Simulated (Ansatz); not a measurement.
# AgF (model cell, started as NiAs type): a soft mode frozen in, part 2 of 2

Which phase does AgF (model cell, started as NiAs type) fall into along its unstable mode, and how much energy does it gain?

Ansatz 0.2.0; DFT PBEsol, scalar-relativistic, plane waves, PAW.

So far, highest frequency on the path or at a solved wavevector (cm⁻¹): step 2 (phonons on a q mesh) 314. Also lowest frequency on the path (cm⁻¹): step 2 -37.3.

The structure was built from a prototype and need not be the compound's stable phase.

## 5. Energy along the mode, all amplitudes (two of the runs are shown above)

An imaginary frequency means negative curvature, so the energy should fall and then rise again as anharmonic terms take over.

Numbers from this step:

| Quantity | Value |
| --- | --- |
| depth at the lowest point sampled | 0.837 meV/atom |
| largest atomic shift at that point | 0.22 Å |

The energy from the parent by largest atomic shift:

| largest atomic shift (Å) | energy from the parent (meV/atom) |
| --- | --- |
| 0.000 | 0 |
| 0.040 | -0.042 |
| 0.080 | -0.161 |
| 0.140 | -0.445 |
| 0.220 | -0.837 |
| 0.320 | -0.708 |
| 0.450 | 2.57 |
| 0.600 | 15.3 |

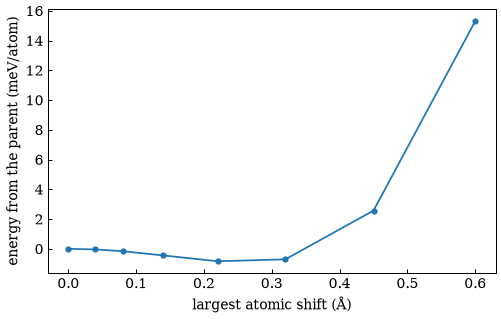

Energy from the parent against largest atomic shift.

Displacement at unit largest shift by atom:

| atom | x (Å) | y (Å) | z (Å) | size |
| --- | --- | --- | --- | --- |
| Ag1 | 0.00 | 0.40 | 0.00 | 0.40 |
| Ag2 | 0.34 | -0.20 | 0.00 | 0.39 |
| Ag3 | -0.34 | -0.20 | 0.00 | 0.39 |
| Ag4 | 0.00 | -0.40 | 0.00 | 0.40 |
| Ag5 | -0.34 | 0.20 | 0.00 | 0.39 |
| Ag6 | 0.34 | 0.20 | 0.00 | 0.39 |
| F7 | 0.00 | 0.00 | 0.00 | 0.00 |
| F8 | 0.00 | 0.00 | 0.00 | 0.00 |
| F9 | 0.00 | 0.00 | 0.00 | 0.00 |
| F10 | 0.00 | 0.00 | 1.00 | 1.00 |
| F11 | 0.00 | 0.00 | -0.50 | 0.50 |
| F12 | 0.00 | 0.00 | -0.50 | 0.50 |

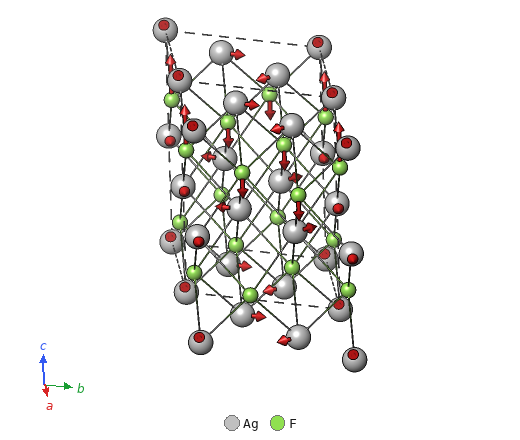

Displacement at unit largest shift as arrows, the longest 1 Å. 2×1×1 cells are drawn. Some periodic images of atoms are drawn too.

The lowest of the steps tried is at 0.22 Å, 0.837 meV/atom below the parent; the bottom of the well need not coincide with a step.

## 6. Relaxation from the frozen mode

Starting from the lowest point found, all atoms and the cell are let go, so that strain and other modes of the same symmetry can join in.

input.yaml reads:

```yaml
crystal:
  lattice:
    - [4.5570966216, 2.6310461171, 0.0]
    - [-4.4651e-06, 5.2620845003, 0.0]
    - [0.0, 0.0, 6.8619586866]
  atoms:
    - { symbol: Ag, position: [0.3333327696, 0.3498296884, -1.036e-07] }
    - { symbol: Ag, position: [0.6831626949, 0.6501705619, 2.073e-07] }
    - { symbol: Ag, position: [-0.0164960629, 0.9999997496, -1.036e-07] }
    - { symbol: Ag, position: [0.3333338971, 0.3168369782, 0.4999998964] }
    - { symbol: Ag, position: [0.6501706385, 0.6831627714, 0.5000002073] }
    - { symbol: Ag, position: [0.0164960629, 1.0000002504, 0.4999998964] }
    - { symbol: F, position: [1.0, 0.3333333333, 0.2499999311] }
    - { symbol: F, position: [0.3333333333, 0.6666666667, 0.2499999229] }
    - { symbol: F, position: [0.6666666667, 0.0, 0.250000146] }
    - { symbol: F, position: [0.3333333333, 0.0, 0.7820608168] }
    - { symbol: F, position: [0.6666666667, 0.3333333333, 0.73396995] }
    - { symbol: F, position: [1.0, 0.6666666667, 0.7339703963] }
kpoints:
  mp_grid: { grid: [9, 9, 6] }
hamiltonian:
  xc: pbesol
scf:
  occupations: { method: methfessel_paxton, width: 0.2 }
output:
  forces: true
  stress: true
  eigenvalues: true
relax:
  adjacent_minimum: "off"
  f_tol: 0.002
  max_steps: 120
  cell: { stress_tol: 0.03 }
```

Launch:

```sh
$ ansatz run input.yaml --threads 4 --pin off --max-ram 7168MiB --backend cpu --events-out ev --progress --plain --runs-dir out
```

Numbers of over 12 decimals in the logs are rounded to 6 here.

Log:

```text
[...]
Crystal: 12 atoms, lattice volume = 164.549 Å³
Basis set: ecut = 420 eV, 3221 PW (Γ), exchange–correlation on 72×72×96 points (8 copies of the dense FFT grid, shifted against one another)
Bands: 94, of which v1, the nominal top of the filled ones, is band 78 counted from 1 (77 counted from 0)
Symmetry: 6 space group operations
[...]
k-points: 62 of 486 (time reversal used)
[...]
SCF iter   1: F=—  HF=-49929.541852 eV  |F-HF|=—  |Δ(HF+E_count)|=         —  Δρ=1.76e-2  dr2=3.56e-1  ethr=1.77e-3  ⟨swp⟩=4.9  Hψ=17768  notcnv=0  defer=80
[...]
SCF iter   9: F=-49929.446447 eV  HF=-49929.446447 eV  |F-HF|=1.91e-8  |Δ(HF+E_count)|=   2.65e-8  S|Δr|=    0.00e0  Δρ=3.09e-6  dr2=2.27e-8  ethr=6.41e-11  ⟨swp⟩=3.9  Hψ=15942  notcnv=0
SCF 1 converged in 9 iterations: F = -49929.446447 eV  dr2 = 2.27e-8
[...]
relax step   1: F+E_penalty+E_count = -49929.44644665 eV  Δ(F+E_penalty+E_count) = +0.000e0 eV  max|allowed force component| = 7.105e-2 eV/Å  Δτ_max = 0.0000 Å  P = +0.277 GPa  Ω = 164.549 Å³  (9 SCF iters, dr2 threshold 1.00e-7 eV, accepted)
Crystal: 12 atoms, lattice volume = 165.518 Å³
[...]
SCF iter   6: F=-49929.448616 eV  HF=-49929.448617 eV  |F-HF|=2.72e-7  |Δ(HF+E_count)|=   1.15e-6  S|Δr|=    0.00e0  Δρ=2.15e-5  dr2=4.76e-7  ethr=3.10e-10  ⟨swp⟩=3.1  Hψ=21173  notcnv=0
SCF 2 converged in 6 iterations: F = -49929.448616 eV  dr2 = 4.76e-7
relax step   2: F+E_penalty+E_count = -49929.44861632 eV  Δ(F+E_penalty+E_count) = -2.170e-3 eV  max|allowed force component| = 4.298e-2 eV/Å  Δτ_max = 0.0128 Å  P = -0.060 GPa  Ω = 165.518 Å³  energy of the carried Pulay correction = -3.126e-3 eV  (6 SCF iters, dr2 threshold 4.83e-7 eV, accepted)
Crystal: 12 atoms, lattice volume = 166.033 Å³
Basis set: ecut = 420 eV, 3233 PW (Γ), exchange–correlation on 72×72×96 points (8 copies of the dense FFT grid, shifted against one another)
[...]
SCF iter   8: F=-49929.451330 eV  HF=-49929.451330 eV  |F-HF|=2.70e-8  |Δ(HF+E_count)|=   4.92e-8  S|Δr|=    0.00e0  Δρ=2.93e-6  dr2=2.93e-8  ethr=8.70e-11  ⟨swp⟩=3.5  Hψ=15903  notcnv=0
SCF 3 converged in 8 iterations: F = -49929.451330 eV  dr2 = 2.93e-8
relax step   3: F+E_penalty+E_count = -49929.45133006 eV  Δ(F+E_penalty+E_count) = -2.714e-3 eV  max|allowed force component| = 6.808e-2 eV/Å  Δτ_max = 0.0279 Å  P = -0.029 GPa  Ω = 166.033 Å³  energy of the carried Pulay correction = -4.779e-3 eV  (8 SCF iters, dr2 threshold 1.36e-7 eV, accepted)
[... from here on, the SCF cycles and remarks between the steps are left out ...]
relax step   4: F+E_penalty+E_count = -49929.45330145 eV  Δ(F+E_penalty+E_count) = -1.971e-3 eV  max|allowed force component| = 1.143e-1 eV/Å  Δτ_max = 0.0959 Å  P = -0.331 GPa  Ω = 167.693 Å³  energy of the carried Pulay correction = -1.007e-2 eV  (8 SCF iters, dr2 threshold 2.90e-7 eV, accepted)
relax step   5: F+E_penalty+E_count = -49929.46375329 eV  Δ(F+E_penalty+E_count) = -1.045e-2 eV  max|allowed force component| = 3.088e-2 eV/Å  Δτ_max = 0.0845 Å  P = +0.038 GPa  Ω = 167.463 Å³  energy of the carried Pulay correction = -9.342e-3 eV  (8 SCF iters, dr2 threshold 8.16e-7 eV, accepted)
relax step   6: F+E_penalty+E_count = -49929.46307844 eV  Δ(F+E_penalty+E_count) = +6.748e-4 eV  max|allowed force component| = 1.523e-2 eV/Å  Δτ_max = 0.0277 Å  P = -0.009 GPa  Ω = 167.758 Å³  energy of the carried Pulay correction = -1.028e-2 eV  (8 SCF iters, dr2 threshold 5.96e-8 eV, accepted)
relax step   7: F+E_penalty+E_count = -49929.46323642 eV  Δ(F+E_penalty+E_count) = -1.580e-4 eV  max|allowed force component| = 7.953e-4 eV/Å  Δτ_max = 0.0056 Å  P = -0.002 GPa  Ω = 167.739 Å³  energy of the carried Pulay correction = -1.022e-2 eV  (8 SCF iters, dr2 threshold 1.45e-8 eV, accepted)
relax step   8: F+E_penalty+E_count = -49929.48059142 eV  Δ(F+E_penalty+E_count) = -1.735e-2 eV  max|allowed force component| = 1.843e-3 eV/Å  Δτ_max = 0.0000 Å  P = +0.175 GPa  Ω = 167.739 Å³  stress off target by 2.96e-1 GPa  SCF on the basis re-selected at this cell (its energy is not comparable with the rows above)  (8 SCF iters)
relax step   9: F+E_penalty+E_count = -49929.48018460 eV  Δ(F+E_penalty+E_count) = +4.068e-4 eV  max|allowed force component| = 4.042e-3 eV/Å  Δτ_max = 0.0210 Å  P = +0.071 GPa  Ω = 168.531 Å³  energy of the carried Pulay correction = -2.975e-3 eV  (7 SCF iters, dr2 threshold 2.20e-7 eV, accepted)
relax step  10: F+E_penalty+E_count = -49929.47903604 eV  Δ(F+E_penalty+E_count) = +1.149e-3 eV  max|allowed force component| = 9.970e-4 eV/Å  Δτ_max = 0.0097 Å  P = -0.013 GPa  Ω = 168.897 Å³  energy of the carried Pulay correction = -4.325e-3 eV  (8 SCF iters, dr2 threshold 2.09e-8 eV, accepted)
relax step  11: F+E_penalty+E_count = -49929.48413937 eV  Δ(F+E_penalty+E_count) = -5.103e-3 eV  max|allowed force component| = 1.078e-3 eV/Å  Δτ_max = 0.0000 Å  P = +0.007 GPa  Ω = 168.897 Å³  stress off target by 7.29e-2 GPa  SCF on the basis re-selected at this cell (its energy is not comparable with the rows above)  (8 SCF iters)
relax step  12: F+E_penalty+E_count = -49929.48356530 eV  Δ(F+E_penalty+E_count) = +5.741e-4 eV  max|allowed force component| = 1.248e-3 eV/Å  Δτ_max = 0.0063 Å  P = -0.004 GPa  Ω = 169.111 Å³  energy of the carried Pulay correction = -8.059e-4 eV  (8 SCF iters, dr2 threshold 1.33e-8 eV, accepted)
relax step  13: F+E_penalty+E_count = -49929.48344164 eV  Δ(F+E_penalty+E_count) = +1.237e-4 eV  max|allowed force component| = 1.237e-3 eV/Å  Δτ_max = 0.0021 Å  P = +0.003 GPa  Ω = 169.144 Å³  energy of the carried Pulay correction = -9.377e-4 eV  (10 SCF iters, accepted)
[...]
SCF iter   6: F=-49929.484495 eV  HF=-49929.484495 eV  |F-HF|=2.18e-11  |Δ(HF+E_count)|=    0.00e0  S|Δr|=    0.00e0  Δρ=9.32e-8  dr2=1.51e-11  ethr=1.00e-12  ⟨swp⟩=5.0  Hψ=17742  notcnv=0
SCF 14 converged in 6 iterations: F = -49929.484495 eV  dr2 = 1.51e-11
[...]
relax step  14: F+E_penalty+E_count = -49929.48449476 eV  Δ(F+E_penalty+E_count) = -1.053e-3 eV  max|allowed force component| = 1.209e-3 eV/Å  Δτ_max = 0.0000 Å  P = +0.007 GPa  Ω = 169.144 Å³  stress off target by 1.95e-2 GPa  SCF on the basis re-selected at this cell (its energy is not comparable with the rows above)  (6 SCF iters)
[...]
SCF converged after 6 iterations
[...]
Free energy (F): -49929.484495 eV
[...]
Internal energy: -49929.505514 eV  (E = F + TS)
E sigma→0 (E₀):  -49929.489749 eV
Entropy (-TS):   0.021019 eV (1.752 meV/atom)
Fermi energy:    9.908565 eV
[...]
--- Forces (eV/Å), atoms counted from 1 ---
  atom   1  Ag    -0.00000000     0.00030324     0.00045214
  atom   2  Ag     0.00026262    -0.00015162     0.00045214
  atom   3  Ag    -0.00026262    -0.00015162     0.00045214
  atom   4  Ag    -0.00000000     0.00120908    -0.00023025
  atom   5  Ag     0.00104709    -0.00060454    -0.00023025
  atom   6  Ag    -0.00104709    -0.00060454    -0.00023025
  atom   7  F     -0.00001784     0.00001030    -0.00009541
  atom   8  F      0.00000000    -0.00002060    -0.00009541
  atom   9  F      0.00001784     0.00001030    -0.00009541
  atom  10  F     -0.00000000    -0.00000000    -0.00015632
  atom  11  F      0.00000000     0.00000000    -0.00011133
  atom  12  F     -0.00000000    -0.00000000    -0.00011133
  max |Σ_I F_I| component: 4.79e-7 eV/Å
--- Stress (GPa, compression-positive) ---
        0.019491      -0.000000      -0.000000
       -0.000000       0.019491       0.000000
       -0.000000       0.000000      -0.018996
  P = ⅓ Tr σ = 0.0067 GPa (0.067 kbar)
--- Band table (eV; the first three rows and the last of 62) ---
  k-point 0: bands = [... 74 lower, 9.2215, 9.4254, 9.4748, 9.6708, 9.6708, 13.9035, 15.1079, 16.7534, ... 12 higher]
  k-point 1: bands = [... 74 lower, 9.2236, 9.5913, 9.6426, 9.7462, 9.7462, 13.1622, 15.8423, 16.7313, ... 12 higher]
  k-point 2: bands = [... 74 lower, 9.4568, 9.7546, 9.8737, 9.8737, 10.2253, 12.0934, 16.6071, 16.6858, ... 12 higher]
  k-point 61: bands = [... 74 lower, 9.2312, 9.6128, 9.6557, 9.6557, 12.4061, 12.5593, 12.5593, 14.6433, ... 12 higher]
--- Relaxed structure (11 steps of the walk, 11 accepted, 3 SCFs on fresh bases) ---
  F+E_penalty+E_count = -49929.48449476 eV   max|allowed force component| = 1.209e-3 eV/Å   (the final SCF, on the basis selected at the relaxed cell)
  cell:  # Å, volume = 169.1437 Å³
    - [4.697005, 2.711822, 2.8647811237248313e-19]
    - [-4.602219463905654e-6, 5.423637, 2.8647839306948264e-19]
    - [2.1568504648528123e-19, 3.7357892310368634e-19, 6.639632]
  atoms:
    - { symbol: Ag, position: [0.333333, 0.372596, -0.00133148] }
    - { symbol: Ag, position: [0.705929, 0.627404, -0.00133148] }
    - { symbol: Ag, position: [-0.039262, 1.000000, -0.00133148] }
    - { symbol: Ag, position: [0.333333, 0.303322, 0.499393] }
    - { symbol: Ag, position: [0.636655, 0.696678, 0.499393] }
    - { symbol: Ag, position: [0.030011, 1.000000, 0.499393] }
    - { symbol: F, position: [0.999144, 0.334189, 0.250499] }
    - { symbol: F, position: [0.333333, 0.665811, 0.250499] }
    - { symbol: F, position: [0.667522, 5.5499648329916066e-17, 0.250499] }
    - { symbol: F, position: [0.333333, 2.771779824652087e-17, 0.822680] }
    - { symbol: F, position: [0.666667, 0.333333, 0.715819] }
    - { symbol: F, position: [1.000000, 0.666667, 0.715819] }
```

The job ended after 3.6 min (4 threads of Intel Xeon 6975P-C (Granite Rapids), shared host; peak memory 1.2 GiB; 14 min of CPU time).

Step by step:

| step | energy less that of the first step (eV) | largest force component (eV/Å) | pressure (GPa) | volume (Å³) |
| --- | --- | --- | --- | --- |
| 1 | 0.0000 | 0.0710 | 0.28 | 164.55 |
| 2 | -0.0022 | 0.0430 | -0.06 | 165.52 |
| 3 | -0.0049 | 0.0681 | -0.03 | 166.03 |
| 4 | -0.0069 | 0.1143 | -0.33 | 167.69 |
| 5 | -0.0173 | 0.0309 | 0.04 | 167.46 |
| 6 | -0.0166 | 0.0152 | -0.01 | 167.76 |
| 7 | -0.0168 | 0.0008 | 0.00 | 167.74 |
| 8* | -0.0341 | 0.0018 | 0.18 | 167.74 |
| 9 | -0.0337 | 0.0040 | 0.07 | 168.53 |
| 10 | -0.0326 | 0.0010 | -0.01 | 168.90 |
| 11* | -0.0377 | 0.0011 | 0.01 | 168.90 |
| 12 | -0.0371 | 0.0012 | 0.00 | 169.11 |
| 13 | -0.0370 | 0.0012 | 0.00 | 169.14 |
| 14* | -0.0380 | 0.0012 | 0.01 | 169.14 |

Relaxation steps marked * repeat the geometry before them on a plane-wave basis chosen anew for their cell, so energy and pressure can jump there.

Forces are held to the 6 operations that the run works with; a distortion that breaks them can't arise in this run.

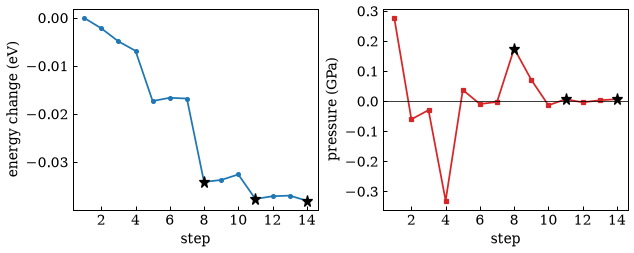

Energy and pressure along the relaxation. Stars mark steps on a basis chosen anew.

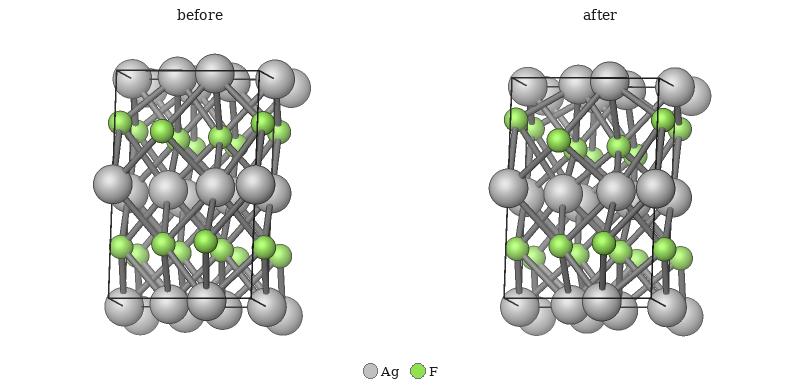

Before and after, at one scale.

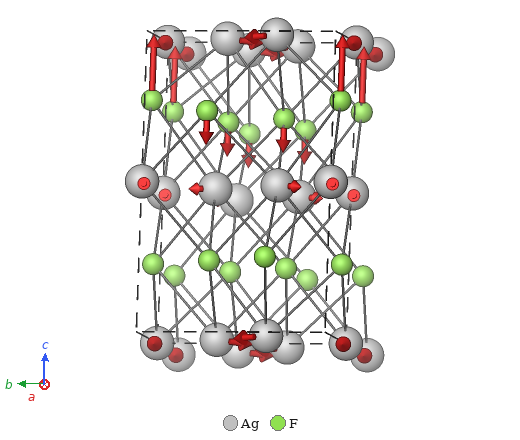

Displacements in the relaxation, exaggerated, measured against the changing cell; the longest in the cell stands for 0.27 Å. 2×1×1 cells are drawn. Some periodic images of atoms are drawn too.

| conventional cell, symmetrised | before | after | change |
| --- | --- | --- | --- |
| a (Å) | 5.262 | 5.424 | +3.1 % |
| b (Å) | 5.262 | 5.424 | +3.1 % |
| c (Å) | 6.862 | 6.640 | -3.2 % |
| volume (Å³/atom) | 13.71 | 14.10 | +2.8 % |

The atoms that moved most (Å, as changes of fractional coordinates times the final cell):

| atom | dx | dy | dz | length |
| --- | --- | --- | --- | --- |
| F10 | 0.000 | 0.000 | 0.270 | 0.270 |
| Ag2 | 0.107 | -0.062 | -0.009 | 0.124 |
| Ag1 | 0.000 | 0.123 | -0.009 | 0.124 |
| Ag3 | -0.107 | -0.062 | -0.009 | 0.124 |
| F12 | 0.000 | 0.000 | -0.121 | 0.121 |
| F11 | 0.000 | 0.000 | -0.121 | 0.121 |
| Ag5 | -0.063 | 0.037 | -0.004 | 0.073 |
| Ag4 | 0.000 | -0.073 | -0.004 | 0.073 |

Final coordinates:

```xyz
12
Lattice="4.6970 2.7118 0.0000 0.0000 5.4236 0.0000 0.0000 0.0000 6.6396" Properties=species:S:1:pos:R:3 pbc="T T T"
Ag    1.5657    2.9248   -0.0088
Ag    3.3157    5.3172   -0.0088
Ag   -0.1844    5.3172   -0.0088
Ag    1.5657    2.5490    3.3158
Ag    2.9904    5.5050    3.3158
Ag    0.1410    5.5050    3.3158
F     4.6930    4.5220    1.6632
F     1.5657    4.5151    1.6632
F     3.1354    1.8102    1.6632
F     1.5657    0.9039    5.4623
F     3.1313    3.6158    4.7528
F     4.6970    6.3276    4.7528
```

This step gave:

| Item | Value |
| --- | --- |
| pressure | 0.006662 GPa |
| volume per atom | 14.10 Å³ |

The distorted start has space group P31m; the relaxation ends in P31m.

## 7. Outcome

```yaml
unstable_mode_of_the_parent: q = (0.333, 0.333, 0), 36i cm⁻¹
depth_at_the_lowest_point_sampled: 0.837 meV/atom
largest_atomic_shift_at_that_point: 0.22 Å
space_group_reached_within_0p01_a: P31m
energy_gained_over_the_parent_first_relaxation_on_the_mesh_of_the_frozen_mode: 3.99 meV/atom
volume_per_atom_phase_reached: 14.1 Å³
```

What this shows: Along this mode the structure falls into P31m, 3.99 meV/atom below the parent. At the parent's cell the well is 0.837 meV/atom deep on the steps tried, with its lowest point at a shift of 0.22 Å. Relaxing atoms and cell changes the gain by +3.15 meV/atom against the lowest step (energies at zero smearing). Most of the total comes from this relaxation. The modes of the phase reached were not computed on this path. How so shallow a well moves with the k mesh was not tested. Of the 4 patterns followed to their end from this parent, this one ends 5.64 meV/atom above the lowest, Cmcm. Another end point lies within 1 meV/atom; how such a difference moves with mesh and cutoff was not tested. Each path keeps the symmetry of its pattern, so a lower phase may lie along a pattern not tried. With no gap, or one that is small against the smearing, the frequencies hang on the k mesh and the smearing, most of all near Kohn anomalies. A semilocal functional can close a gap that the real compound would have, so the metallic treatment may be an artefact of the level. The starting cell was built on a prototype and not taken from a measurement, so the phase need not exist.

[Logs are printed without paths, hosts, clocks, repeated set-up lines and the standing remarks that a program may print on its own settings, such as how far it seeks lower states.]

[Hosts, paths, dates, database ids (printed as entryN), source tags and the programs' standing remarks are cut or masked in the printed files.]
